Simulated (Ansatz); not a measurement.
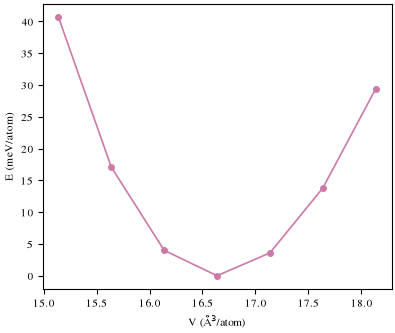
Al in space group P6/mmm (No. 191; Al on 2e, Al on 2d, Al on 3f) under volume change, DFT-r²SCAN in the program Ansatz with PAW potentials, shape and atoms relaxed at each volume.

Q: What does a third-order Birch–Murnaghan fit give for V₀, B₀ and B′?

A: V₀ = 16.64 Å³/atom, B₀ = 81.6 GPa, B′ = 4.4.

The start of the workflow was typed in or built on a structure type; neither database checked (COD, Materials Project) lists it. It is not the phase usual at ambient conditions (space group No. 225). The cell was relaxed with r²SCAN under the symmetry of its start. At this level the phase is mechanically unstable.

Potentials: the later of the program's two PAW sets.
